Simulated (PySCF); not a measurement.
# HNO (nitroxyl): CCSD(T)/STO-6G

What is the energy change on altering one bond length of HNO (nitroxyl) at CCSD(T)/STO-6G? Input form: a Python script.

The calculation is run with PySCF 2.14.0.

11 further runs of the same task are left out: 11 set aside as unsound or not needed.

### 1 The system as given

HNO has 3 atoms, charge 0, and is taken as a singlet. SMILES: `N=O`. The coordinates come from a GFN2-xTB relaxation.

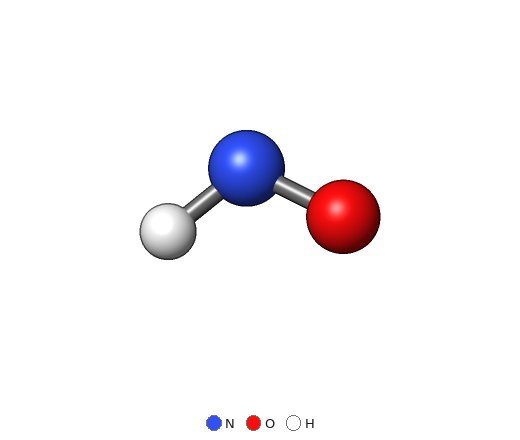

The structure, seen from a chosen angle (nitrogen blue, oxygen red, hydrogen white).

### 2 The energy at CCSD(T)/STO-6G

Contents of calc.py:

```python
from pyscf import gto, cc

mol = gto.M(
    atom='''
N     -0.521451     0.561664    -0.216903
O      1.452406     0.789962     0.880896
H     -0.930955    -1.351608    -0.664012
''',
    max_memory=1860,
    basis='sto-6g',
    verbose=3,
    unit='bohr',
)

mf = mol.RHF()
mf.conv_tol = 1e-10
mf.kernel()
if not mf.converged:
    mf = mf.newton().run(mf.mo_coeff, mf.mo_occ)

mycc = cc.CCSD(mf, frozen=2)
mycc.kernel()
e_t = mycc.ccsd_t()
etot = mycc.e_tot + e_t
print('E = %.10f Eh' % etot)
```

Launch:

```sh
OMP_NUM_THREADS=1 python calc.py
```

Output:

```text
converged SCF energy = -129.295721157996
E(CCSD) = -129.4401746050727  E_corr = -0.1444534470762726
CCSD(T) correction = -0.00169665208617894
E = -129.4418712572 Eh
```

Wall time 0.77 s (1 thread of Arm Neoverse V2, shared host); peak memory 0.12 GiB.

### 3 The distorted shape

Contents of input.py:

```python
from pyscf import gto, cc

mol = gto.Mole()
mol.atom = '''
N        0.114115       2.119625       0.311095
O        1.158635       2.240435       0.892025
H       -0.492640      -0.715240      -0.351380
'''
mol.charge = 0
mol.max_memory = 1860
mol.verbose = 3
mol.basis = 'sto-6g'
mol.build()

mf = mol.RHF()
mf.conv_tol = 1e-10
mf.kernel()
if not mf.converged:
    mf = mf.newton().run(mf.mo_coeff, mf.mo_occ)

mycc = cc.CCSD(mf, frozen=2)
mycc.kernel()
e_t = mycc.ccsd_t()
e_final = mycc.e_tot + e_t
print('Final energy', e_final)
```

Launch:

```sh
OMP_NUM_THREADS=1 python input.py
```

Output:

```text
converged SCF energy = -128.990647645892
E(CCSD) = -129.3530881471665  E_corr = -0.3624405012746108
CCSD(T) correction = -0.047923878149646
Final energy -129.4010120253162
```

Wall time 0.77 s (1 thread of Arm Neoverse V2, shared host); peak memory 0.12 GiB.

### 4 Summary of results

Level: CCSD(T)/STO-6G, 2 core orbitals frozen.

| quantity | value |
| --- | --- |
| first shape: total energy | -129.44187 Eh |
| first shape: dipole moment (Hartree–Fock density) | 1.51 D |
| first shape: HOMO energy (Hartree–Fock orbitals) | -9.00 eV |
| first shape: LUMO energy (Hartree–Fock orbitals) | 5.98 eV |
| first shape: HOMO–LUMO gap (Hartree–Fock orbitals) | 14.98 eV |
| first shape: correlation energy (2 core orbitals frozen) | -146.2 mEh |
| first shape: (T) correction | -1.70 mEh |
| first shape: T1 diagnostic | 0.011 |
| distorted shape: total energy | -129.40101 Eh |
| distorted shape: dipole moment (Hartree–Fock density) | 1.22 D |
| distorted shape: HOMO energy (Hartree–Fock orbitals) | -4.16 eV |
| distorted shape: LUMO energy (Hartree–Fock orbitals) | 1.05 eV |
| distorted shape: HOMO–LUMO gap (Hartree–Fock orbitals) | 5.21 eV |
| distorted shape: correlation energy (2 core orbitals frozen) | -410.4 mEh |
| distorted shape: (T) correction | -47.92 mEh |
| distorted shape: T1 diagnostic | 0.022 |
| energy change with the N1–H3 bond stretched from 1.062 to 2.974 Å | 1.112 eV |

In words: One bond (distorted shape) is far stretched, which a spin-restricted single reference describes badly; perturbation theory on it can break down and give far too much correlation. With the N1–H3 bond stretched from 1.062 to 2.974 Å the energy rises by 1.11 eV (26 kcal/mol). The first shape isn't relaxed at this level, so the change isn't measured from a minimum. A restricted reference can't describe the breaking bond well at this length. The minimal basis adds a large error of its own. Mulliken charges (first shape) of the mean-field density run from -0.08 on O2 to +0.15 on H3; they depend strongly on the basis. The triples (first shape) make up 1.2 % of the correlation energy. The T1 diagnostic (distorted shape) of 0.022 is above the customary mark for such species, so a single reference may not serve. The triples (distorted shape) make up 11.7 % of the correlation energy.
